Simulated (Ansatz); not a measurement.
# Squeezing and shearing H5C5NCl2 (P2_1/m) (156 atoms), part 2 of 3

How stiff is H5C5NCl2 (P2_1/m) (156 atoms), and how do its levels respond to strain?

Ansatz 0.2.0; Kohn-Sham DFT, revPBE+D4, PAW (set soft_2), plane waves.

The cell: 60 H, 60 C, 12 N and 24 Cl. The Brillouin zone is sampled at Γ only.

So far. Step 2 (Single point at the start): The r.m.s. force at the start is 0.70 eV/Å. Step 3 (Cell and atoms relaxed): The relaxation converged after 10 steps, with a largest force component of 0.012 eV/Å.

### Step 4. Single point at the relaxed geometry

The electronic structure is read at the final geometry, in a run of its own.

Contents of input.yaml:

```yaml
crystal:
  lattice:
    - [13.59, -0.00027, -0.18558]
    - [-0.00031, 15.94575, 0.00143]
    - [-1.54399, 0.00082, 8.57803]
  atoms:
    - { symbol: H, position: [0.06999, 0.12508, 0.45214] }
    - { symbol: H, position: [0.26324, 0.37492, 0.5473] }
    - { symbol: H, position: [0.11357, 0.49446, 0.3565] }
    - { symbol: H, position: [0.2196, 0.24436, 0.64318] }
    - { symbol: H, position: [0.22012, 0.00522, 0.64308] }
    - { symbol: H, position: [0.11354, 0.25565, 0.35636] }
    [... 144 atom lines left out ...]
    - { symbol: "N", position: [0.7795, 0.62498, 0.36045] }
    - { symbol: "N", position: [0.88719, 0.87563, 0.63989] }
    - { symbol: Cl, position: [0.95882, 0.62506, 0.98347] }
    - { symbol: Cl, position: [0.70761, 0.87485, 0.01653] }
    - { symbol: Cl, position: [0.66951, 0.62481, 0.6234] }
    - { symbol: Cl, position: [0.99732, 0.87532, 0.37701] }
kpoints:
  mp_grid: { grid: [1, 1, 1] }
hamiltonian:
  xc: revpbe
  dispersion: d4
scf:
  occupations: { method: fermi_dirac, width: 0.05 }
output:
  forces: true
  stress: true
  populations: true
  dos:
    method: { smearing: { sigma: 0.15 } }
    de: 0.1
    projected: { site_lists: { C: [C], Cl: [Cl], H: [H], "N": ["N"] } }
  eigenvalues: true
  write_density: true
  write_potential: true
  volumetric_format: npy
  elf: true
```

Run with:

```
$ ansatz run input.yaml --threads 4 --pin off --max-ram 8192MiB --backend cpu --events-out ev --progress --plain --runs-dir out
```

Numbers of over 12 decimals in the logs are rounded to 6 here.

What it wrote:

```text
[...]
Crystal: 156 atoms, lattice volume = 1854.314 Å³
Basis set: ecut = 420 eV, 36297 PW (Γ), exchange–correlation on 192×216×120 points (8 copies of the dense FFT grid, shifted against one another)
Bands: 420, of which v1, the nominal top of the filled ones, is band 264 counted from 1 (263 counted from 0)
Symmetry: 1 space group operations
[...]
k-points: 1
[...]
SCF iter   1: F=—  HF=-46716.830442 eV  |F-HF|=—  |Δ(HF+E_count)|=         —  Δρ=5.09e-3  dr2=6.90e-1  ethr=1.77e-3  ⟨swp⟩=6.0  Hψ=1919  notcnv=0  defer=67
[...]
SCF iter   9: F=-46716.712819 eV  HF=-46716.712819 eV  |F-HF|=2.49e-8  |Δ(HF+E_count)|=   4.57e-7  Δρ=1.56e-6  dr2=5.55e-8  ethr=1.89e-11  ⟨swp⟩=29.0  Hψ=3920  notcnv=0
SCF 1 converged in 9 iterations: F = -46716.712819 eV  dr2 = 5.55e-8
[...]
SCF converged after 9 iterations
Free energy (F): -46716.712819 eV
[...]
Internal energy: -46716.712819 eV  (E = F + TS)
E sigma→0 (E₀):  -46716.712819 eV
Fermi energy:    2.742213 eV
[...]
--- Forces (eV/Å), atoms counted from 1 ---
  atom   1  H     -0.00186136    -0.00041451     0.00372080
  atom   2  H      0.00357544    -0.00012740    -0.00403835
  atom   3  H     -0.00069525    -0.00437611     0.00261198
  atom   4  H      0.00001201    -0.00172197    -0.00265191
  atom   5  H      0.00065823     0.00287520    -0.00228481
  atom   6  H      0.00074317    -0.00072691     0.00105395
  atom   7  H      0.00109331     0.00108717    -0.00136528
  atom   8  H     -0.00033487     0.00371718     0.00114853
  atom   9  H     -0.00119420    -0.00272444     0.00229825
  atom  10  H      0.00149545     0.00020983    -0.00160887
  atom  11  C      0.00246332    -0.00113410    -0.00256298
  atom  12  C     -0.00215059     0.00359772     0.00751501
  atom  13  C     -0.00403316    -0.00570879     0.00524032
  atom  14  C     -0.00116443     0.00051924    -0.00410084
[...]
atom 155  Cl    -0.00664981     0.00797431     0.00122685
  atom 156  Cl     0.00331982    -0.00418433    -0.00136274
  max |Σ_I F_I| component: 9.25e-6 eV/Å
--- Stress (GPa, compression-positive) ---
        0.017059       0.001338      -0.008215
        0.001338      -0.008470      -0.001504
       -0.008216      -0.001504      -0.000949
  P = ⅓ Tr σ = 0.0025 GPa (0.025 kbar)
--- Band table (eV) ---
[...]
--- Löwdin populations: 156 sites ---
  site symbol       q [e]
     0      H      0.6975
     1      H      0.6976
     2      H      0.7656
[...]
155     Cl      7.6564
  spilling = 0.011624 (of n_electrons = 528.000000)
```

It took 16 s on 4 threads of Intel Xeon 6975P-C (Granite Rapids), shared host; peak memory 2.5 GiB; 62 s of CPU time.

Read from the output:

| Property | Result |
| --- | --- |
| free energy | -46716.7128 eV |
| free energy per atom | -299.4661 eV/atom |
| SCF cycles | 9 |
| pressure | 0.002547 GPa |
| r.m.s. force component | 0.00353 eV/Å |
| longest force | 0.01341 eV/Å |
| Fermi energy | 2.742 eV |
| gap (highest filled to lowest empty level) | 2.789 eV |
| spilling of the projection | 0.01162 |

Löwdin charges by element and coordination (they lack the spilled electrons, 0.039 e an atom on average):

```tsv
element	coordination	atoms	mean charge (e)	spread	least	most
C	all	60	-0.0104	0.0884	-0.117	0.0884
Cl	all	24	-0.300	0.356	-0.656	0.056
Cl	0	12	-0.656	2.0e-4	-0.656	-0.656
Cl	1	12	0.0557	2.0e-4	0.0555	0.056
H	all	60	0.247	0.0279	0.231	0.302
N	all	12	-0.0696	1.0e-4	-0.0697	-0.0695
```

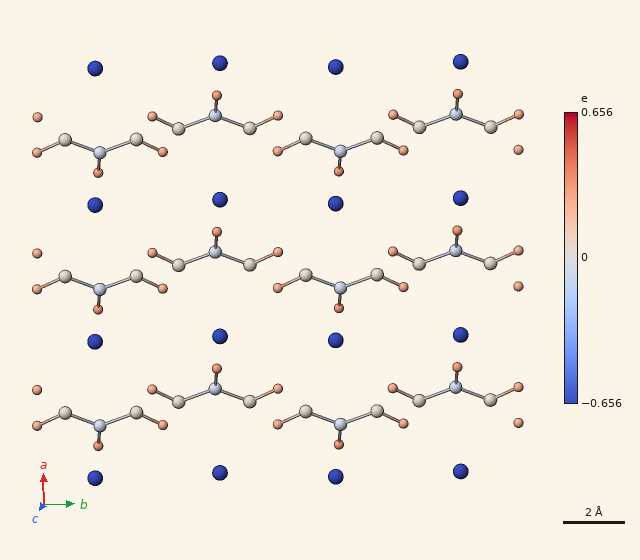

Atoms coloured by Löwdin charge. Drawn is a slice 4 Å thick, seen along the normal of the ab plane. Bonds to atoms that aren't drawn are left out.

Density of states as counts of states in windows of 1 eV (from the Fermi level), total and the larger projections:

```tsv
from (eV)	to (eV)	total	C p	Cl p	H s	N p	C s	Cl s
-14	-13	24.0	0.4	0.1	1.3	0.4	0.3	21.5
-13	-12	24.7	9.2	0.1	2.3	5.3	7.0	0.2
-12	-11	23.3	8.5	1.2	1.7	1.3	6.6	2.8
-11	-10	21.1	7.2	0.4	4.6	6.2	1.4	0.8
-10	-9	3.1	1.2	0.1	0.6	0.9	0.2	0.1
-9	-8	36.3	21.5	3.9	3.0	4.2	2.3	0.7
-8	-7	55.8	27.8	6.0	10.0	6.5	2.7	1.4
-7	-6	27.7	17.8	0.6	3.8	4.9	0.1	0.1
-6	-5	64.4	32.5	13.5	10.9	6.0	0.6	0.3
-5	-4	11.0	3.5	5.7	0.2	1.5	0.1	0.0
-4	-3	41.6	17.1	22.6	0.2	1.2	0.3	0.0
-3	-2	30.8	16.2	11.9	0.1	2.2	0.0	0.0
-2	-1	68.2	2.3	62.7	0.6	1.3	0.4	0.1
-1	1	0.0	0.0	0.0	0.0	0.0	0.0	0.0
1	2	29.8	21.9	1.4	0.1	5.3	0.0	0.0
2	3	18.1	17.1	0.1	0.1	0.0	0.1	0.0
3	4	17.7	4.8	5.2	1.8	0.0	2.5	0.8
4	5	8.1	1.8	2.0	1.2	0.0	1.2	0.3
```

Between -22 and -14 eV lie 96 more states.

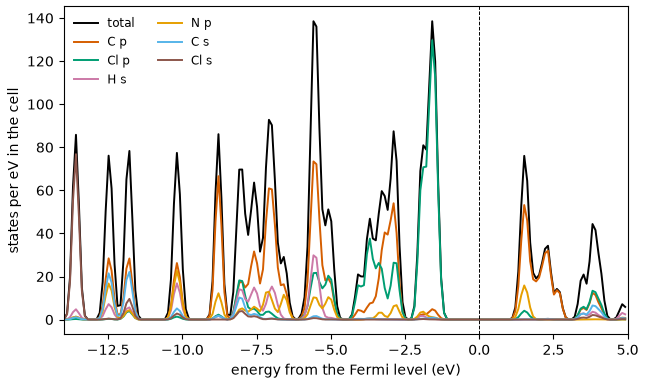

Total and projected density of states, with the broadening of the input.

The levels nearest the highest filled one (over half full), pooled over k-points and spins:

```tsv
level less the highest filled one (eV)	occupation
-0.0917	2
-0.0743	2
-0.0636	2
-0.0634	2
-0.0026	2
0	2
2.79	0
2.79	0
2.91	0
2.91	0
2.92	0
2.92	0
```

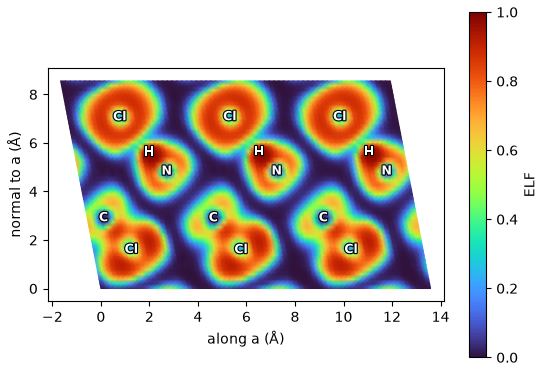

ELF in the ac plane at fractional y = 0.125, with atoms of H and C and N and Cl within 0.2 Å of it. It is the smooth field of the valence electrons, not physical close to the nuclei. The map starts off the cell's origin, so that atoms lie inside it.

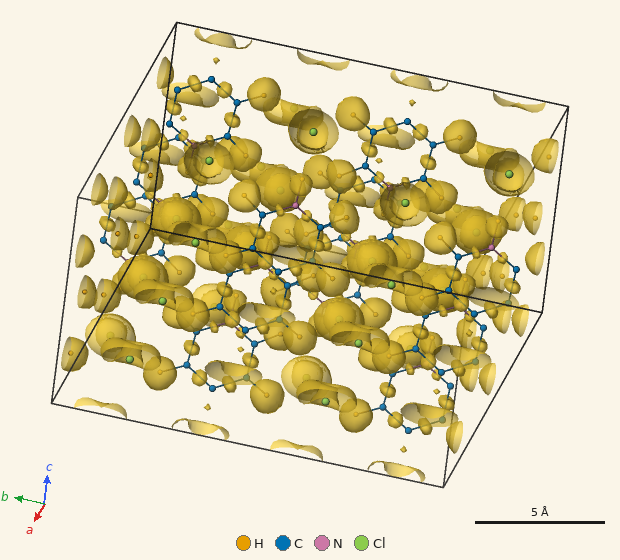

Surface of ELF = 0.85. Bonds to atoms that aren't drawn are left out.

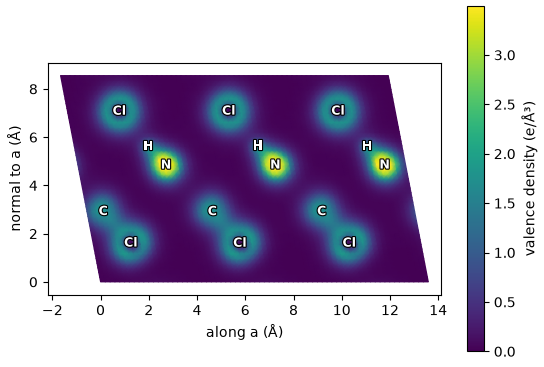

Valence density in the ac plane at fractional y = 0.125, with atoms of H and C and N and Cl within 0.2 Å of it. It is the smooth field of the valence electrons, not physical close to the nuclei. The map starts off the cell's origin, so that atoms lie inside it.

Filled and empty levels are parted by 2.79 eV at Γ alone; the mesh holds the band edges only if they fold onto it, so the gap at this level can be narrower or closed, while semilocal functionals tend to narrow gaps against experiment. Mean Löwdin charges: C -0.01, Cl -0.30, H +0.25, N -0.07 e (they miss 1.2 % of the electrons, so they add up to more than the cell's charge). Charges this small depend on the projection, at times even in sign. The largest share in the top eV of filled states is Cl p (92 % of the projected weight), and in the lowest eV of empty states C p (82 % of the projected weight).

### Step 5. Volume -3 %

The relaxed cell is scaled evenly and the atoms are relaxed again; the stress at the end gives one point of P(V).

input.yaml, the sections that differ from step 4:

```yaml
crystal:
  lattice:
    - [13.45272, -0.00027, -0.18371]
    - [-0.00031, 15.78467, 0.00142]
    - [-1.52839, 0.00081, 8.49138]
  atoms:
    [... the 156 atom lines of step 4 ...]
output:
  forces: true
  eigenvalues: true
  stress: true
relax:
  f_tol: 0.05
  max_steps: 70
# kpoints, hamiltonian, scf: as in step 4
```

What it wrote:

```text
Warning: output.stress: scf.convergence.dr2_threshold = 1e-7 eV (the SCF's general default) is looser than the 1.08e-8 eV advised for a printed stress (1e-10 eV for each atom of the cell: 156, of which 108 are counted). What an SCF threshold leaves in a stress goes as its square root, and in the free energy as the threshold itself, and one threshold admits the most on a small cell: [...]
[...]
Crystal: 156 atoms, lattice volume = 1798.685 Å³
Basis set: ecut = 420 eV, 35173 PW (Γ), exchange–correlation on 180×216×120 points (8 copies of the dense FFT grid, shifted against one another)
Bands: 420, of which v1, the nominal top of the filled ones, is band 264 counted from 1 (263 counted from 0)
Symmetry: 1 space group operations
[...]
k-points: 1
[...]
SCF iter   1: F=—  HF=-46716.237307 eV  |F-HF|=—  |Δ(HF+E_count)|=         —  Δρ=5.18e-3  dr2=6.69e-1  ethr=1.77e-3  ⟨swp⟩=6.0  Hψ=1925  notcnv=0  defer=63
[...]
SCF iter   7: F=-46716.126903 eV  HF=-46716.126899 eV  |F-HF|=3.94e-6  |Δ(HF+E_count)|=   5.82e-5  Δρ=1.04e-5  dr2=2.02e-6  ethr=6.32e-9  ⟨swp⟩=20.0  Hψ=3093  notcnv=0
SCF 1 converged in 7 iterations: F = -46716.126903 eV  dr2 = 2.02e-6
[...]
relax step   1: F+E_penalty+E_count = -46716.12690296 eV  Δ(F+E_penalty+E_count) = +0.000e0 eV  max|allowed force component| = 3.642e-1 eV/Å  Δτ_max = 0.0000 Å  (7 SCF iters, dr2 threshold 6.25e-5 eV, accepted)
[...]
relax step   2: F+E_penalty+E_count = -46716.58627861 eV  Δ(F+E_penalty+E_count) = -4.594e-1 eV  max|allowed force component| = 1.934e-1 eV/Å  Δτ_max = 0.0748 Å  (7 SCF iters, dr2 threshold 8.29e-6 eV, accepted)
[...]
relax step   3: F+E_penalty+E_count = -46716.64752374 eV  Δ(F+E_penalty+E_count) = -6.125e-2 eV  max|allowed force component| = 3.431e-2 eV/Å  Δτ_max = 0.0445 Å  (8 SCF iters, accepted)
SCF converged after 8 iterations
Free energy (F): -46716.647524 eV
[...]
Internal energy: -46716.647524 eV  (E = F + TS)
E sigma→0 (E₀):  -46716.647524 eV
Fermi energy:    2.968749 eV
[...]
--- Forces (eV/Å), atoms counted from 1 ---
  atom   1  H      0.00044814    -0.00018826    -0.01234290
  atom   2  H      0.00201576     0.00011861     0.01100746
  atom   3  H      0.00177660    -0.00239350     0.00995516
  atom   4  H     -0.00141266    -0.00209400    -0.01064656
  atom   5  H     -0.00134240     0.00230247    -0.01021280
  atom   6  H      0.00136489     0.00270120     0.00980661
  atom   7  H     -0.00502437    -0.00403964    -0.00969855
  atom   8  H      0.00576665    -0.00307019     0.01046663
  atom   9  H      0.00559688     0.00346748     0.01062060
  atom  10  H     -0.00491221     0.00386530    -0.00951655
  atom  11  C      0.00744227     0.03380438     0.00707494
  atom  12  C     -0.00839037     0.03284172    -0.00691997
  atom  13  C     -0.00827228    -0.03209921    -0.00718442
  atom  14  C      0.00747176    -0.03430343     0.00682498
[...]
atom 155  Cl    -0.00661493    -0.00089001     0.00258117
  atom 156  Cl     0.00460263     0.00113448    -0.00104664
  max |Σ_I F_I| component: 7.40e-6 eV/Å
--- Stress (GPa, compression-positive) ---
        0.370359      -0.000593      -0.174376
       -0.000593       0.273955      -0.000089
       -0.174377      -0.000089       0.445627
  P = ⅓ Tr σ = 0.3633 GPa (3.633 kbar)
--- Band table (eV) ---
[...]
--- Relaxed structure (3 steps of the walk, 3 accepted, 0 SCFs on fresh bases) ---
  F+E_penalty+E_count = -46716.64752374 eV   max|allowed force component| = 3.431e-2 eV/Å
  atoms:
    - { symbol: H, position: [0.070891, 0.125078, 0.449929] }
    - { symbol: H, position: [0.262418, 0.374828, 0.549794] }
    - { symbol: H, position: [0.114973, 0.493327, 0.353919] }
    - { symbol: H, position: [0.218139, 0.242979, 0.646112] }
[...]
- { symbol: Cl, position: [0.997122, 0.875104, 0.379111] }
```

It took 39 s on 4 threads; peak memory 2.5 GiB; 2.5 min of CPU time.

The program notes that the SCF threshold is loose for the stress.

The relaxation converged after 3 steps, 0.521 eV below its start, with a largest force component of 0.034 eV/Å.

Volume -3 %: the energy stands 0.0653 eV above that of the reference, at a pressure of 0.363 GPa.

### Step 6. Volume +3 %

The relaxed cell is scaled to another volume.

input.yaml, the sections that differ from step 5:

```yaml
crystal:
  lattice:
    - [13.72456, -0.00027, -0.18742]
    - [-0.00031, 16.10364, 0.00144]
    - [-1.55928, 0.00083, 8.66297]
  atoms:
    [... the 156 atom lines of step 4 ...]
# kpoints, hamiltonian, scf, output, relax: as in step 5
```

What it wrote:

```text
[...]
Crystal: 156 atoms, lattice volume = 1909.943 Å³
Basis set: ecut = 420 eV, 37357 PW (Γ), exchange–correlation on 192×216×120 points (8 copies of the dense FFT grid, shifted against one another)
Bands: 420, of which v1, the nominal top of the filled ones, is band 264 counted from 1 (263 counted from 0)
Symmetry: 1 space group operations
[...]
k-points: 1
[...]
SCF iter   1: F=—  HF=-46716.311713 eV  |F-HF|=—  |Δ(HF+E_count)|=         —  Δρ=5.03e-3  dr2=7.25e-1  ethr=1.77e-3  ⟨swp⟩=6.0  Hψ=1918  notcnv=0  defer=45
[...]
SCF iter   6: F=—  HF=-46716.182358 eV  |F-HF|=—  |Δ(HF+E_count)|=   1.49e-4  Δρ=4.88e-5  dr2=4.35e-5  ethr=6.40e-8  ⟨swp⟩=2.0  Hψ=516  notcnv=0  defer=134
SCF iter   7: F=-46716.182434 eV  HF=-46716.182429 eV  |F-HF|=5.06e-6  |Δ(HF+E_count)|=   7.11e-5  Δρ=1.22e-5  dr2=3.22e-6  ethr=8.24e-9  ⟨swp⟩=18.0  Hψ=3194  notcnv=0
SCF 1 converged in 7 iterations: F = -46716.182434 eV  dr2 = 3.22e-6
[...]
relax step   1: F+E_penalty+E_count = -46716.18243411 eV  Δ(F+E_penalty+E_count) = +0.000e0 eV  max|allowed force component| = 3.273e-1 eV/Å  Δτ_max = 0.0000 Å  (7 SCF iters, dr2 threshold 6.25e-5 eV, accepted)
[...]
relax step   2: F+E_penalty+E_count = -46716.61093802 eV  Δ(F+E_penalty+E_count) = -4.285e-1 eV  max|allowed force component| = 1.721e-1 eV/Å  Δτ_max = 0.0723 Å  (7 SCF iters, dr2 threshold 6.69e-6 eV, accepted)
[...]
relax step   3: F+E_penalty+E_count = -46716.66379933 eV  Δ(F+E_penalty+E_count) = -5.286e-2 eV  max|allowed force component| = 3.825e-2 eV/Å  Δτ_max = 0.0344 Å  (8 SCF iters, accepted)
SCF converged after 8 iterations
Free energy (F): -46716.663799 eV
[...]
Internal energy: -46716.663799 eV  (E = F + TS)
E sigma→0 (E₀):  -46716.663799 eV
Fermi energy:    2.528578 eV
[...]
Σ components = -46716.663799   (vs F -46716.663799, Δ=0.00e0)
--- Forces (eV/Å), atoms counted from 1 ---
  atom   1  H     -0.00871492     0.00004778     0.01694295
  atom   2  H      0.00997487    -0.00010116    -0.01710788
  atom   3  H     -0.00425330     0.00358672    -0.00335237
  atom   4  H      0.00413463     0.00426409     0.00272192
[...]
atom 156  Cl    -0.00938703     0.00230686     0.00481500
  max |Σ_I F_I| component: 4.46e-6 eV/Å
--- Stress (GPa, compression-positive) ---
       -0.227154      -0.001743       0.097106
       -0.001743      -0.199726       0.000814
        0.097107       0.000814      -0.314636
  P = ⅓ Tr σ = -0.2472 GPa (-2.472 kbar)
--- Band table (eV) ---
[...]
--- Relaxed structure (3 steps of the walk, 3 accepted, 0 SCFs on fresh bases) ---
  F+E_penalty+E_count = -46716.66379933 eV   max|allowed force component| = 3.825e-2 eV/Å
  atoms:
    - { symbol: H, position: [0.068118, 0.125084, 0.453805] }
    - { symbol: H, position: [0.265236, 0.374835, 0.545956] }
    - { symbol: H, position: [0.111235, 0.495870, 0.358842] }
    - { symbol: H, position: [0.221908, 0.245524, 0.641158] }
[...]
- { symbol: Cl, position: [0.998330, 0.875054, 0.375317] }
```

The job ended after 40 s (4 threads; peak memory 2.6 GiB).

The relaxation converged after 3 steps, 0.481 eV below its start, with a largest force component of 0.038 eV/Å.

Volume +3 %: the energy stands 0.0490 eV above that of the reference, at a pressure of -0.247 GPa.

### Step 7. Volume -6 %

The relaxed cell is scaled to another volume.

input.yaml, the sections that differ from step 6:

```yaml
crystal:
  lattice:
    - [13.31258, -0.00026, -0.18179]
    - [-0.0003, 15.62024, 0.0014]
    - [-1.51247, 0.0008, 8.40292]
  atoms:
    [... the 156 atom lines of step 4 ...]
# kpoints, hamiltonian, scf, output, relax: as in step 6
```

What it wrote:

```text
[...]
Crystal: 156 atoms, lattice volume = 1743.056 Å³
Basis set: ecut = 420 eV, 34089 PW (Γ), exchange–correlation on 180×216×120 points (8 copies of the dense FFT grid, shifted against one another)
Bands: 420, of which v1, the nominal top of the filled ones, is band 264 counted from 1 (263 counted from 0)
Symmetry: 1 space group operations
[...]
k-points: 1
[...]
SCF iter   1: F=—  HF=-46714.376099 eV  |F-HF|=—  |Δ(HF+E_count)|=         —  Δρ=5.32e-3  dr2=6.64e-1  ethr=1.77e-3  ⟨swp⟩=6.0  Hψ=1925  notcnv=0  defer=60
[...]
SCF iter   6: F=—  HF=-46714.265868 eV  |F-HF|=—  |Δ(HF+E_count)|=   1.31e-4  Δρ=4.28e-5  dr2=2.94e-5  ethr=5.04e-8  ⟨swp⟩=2.0  Hψ=523  notcnv=0  defer=132
SCF iter   7: F=-46714.265927 eV  HF=-46714.265924 eV  |F-HF|=3.65e-6  |Δ(HF+E_count)|=   5.58e-5  Δρ=1.02e-5  dr2=1.83e-6  ethr=5.57e-9  ⟨swp⟩=20.0  Hψ=3104  notcnv=0
SCF 1 converged in 7 iterations: F = -46714.265927 eV  dr2 = 1.83e-6
[...]
relax step   1: F+E_penalty+E_count = -46714.26592746 eV  Δ(F+E_penalty+E_count) = +0.000e0 eV  max|allowed force component| = 7.665e-1 eV/Å  Δτ_max = 0.0000 Å  (7 SCF iters, dr2 threshold 6.25e-5 eV, accepted)
[...]
relax step   2: F+E_penalty+E_count = -46716.19684873 eV  Δ(F+E_penalty+E_count) = -1.931e0 eV  max|allowed force component| = 3.825e-1 eV/Å  Δτ_max = 0.1407 Å  (8 SCF iters, dr2 threshold 3.67e-5 eV, accepted)
[...]
relax step   3: F+E_penalty+E_count = -46716.42129699 eV  Δ(F+E_penalty+E_count) = -2.244e-1 eV  max|allowed force component| = 6.582e-2 eV/Å  Δτ_max = 0.0664 Å  (6 SCF iters, dr2 threshold 9.14e-6 eV, accepted)
relax step   4: F+E_penalty+E_count = -46716.42843236 eV  Δ(F+E_penalty+E_count) = -7.135e-3 eV  max|allowed force component| = 8.149e-2 eV/Å  Δτ_max = 0.0190 Å  (8 SCF iters, accepted)
[...]
relax step   5: F+E_penalty+E_count = -46716.43205364 eV  Δ(F+E_penalty+E_count) = -3.621e-3 eV  max|allowed force component| = 4.365e-3 eV/Å  Δτ_max = 0.0057 Å  (7 SCF iters, accepted)
SCF converged after 7 iterations
Free energy (F): -46716.432054 eV
[...]
Internal energy: -46716.432054 eV  (E = F + TS)
E sigma→0 (E₀):  -46716.432054 eV
Fermi energy:    3.214391 eV
[...]
Σ components = -46716.432054   (vs F -46716.432054, Δ=0.00e0)
--- Forces (eV/Å), atoms counted from 1 ---
  atom   1  H      0.00422620     0.00008052     0.00079022
  atom   2  H     -0.00436506    -0.00023566    -0.00081274
  atom   3  H     -0.00140182    -0.00132082    -0.00055604
  atom   4  H      0.00144322    -0.00107092     0.00057000
[...]
atom 156  Cl     0.00078952    -0.00004000    -0.00101864
  max |Σ_I F_I| component: 2.65e-6 eV/Å
--- Stress (GPa, compression-positive) ---
        0.891262      -0.000163      -0.436727
       -0.000163       0.730091      -0.000331
       -0.436727      -0.000331       1.107247
  P = ⅓ Tr σ = 0.9095 GPa (9.095 kbar)
--- Band table (eV) ---
[...]
--- Relaxed structure (5 steps of the walk, 5 accepted, 0 SCFs on fresh bases) ---
  F+E_penalty+E_count = -46716.43205364 eV   max|allowed force component| = 4.365e-3 eV/Å
  atoms:
    - { symbol: H, position: [0.071338, 0.125084, 0.448051] }
    - { symbol: H, position: [0.261972, 0.374934, 0.551756] }
    - { symbol: H, position: [0.116788, 0.491994, 0.352610] }
    - { symbol: H, position: [0.216394, 0.241810, 0.647389] }
[...]
- { symbol: Cl, position: [0.997705, 0.875078, 0.381476] }
```

It took 62 s on 4 threads; peak memory 2.4 GiB.

The relaxation converged after 5 steps, 2.17 eV below its start, with a largest force component of 0.0044 eV/Å.

Volume -6 %: the energy stands 0.281 eV above that of the reference, at a pressure of 0.910 GPa.

(Continued in part 3 of 3.)

[Logs are printed without paths, hosts, clocks, repeated set-up lines and the standing remarks that a program may print on its own settings, such as how far it seeks lower states.]

[Hosts, paths, dates, database ids (printed as entryN), source tags and the programs' standing remarks are cut or masked in the printed files.]
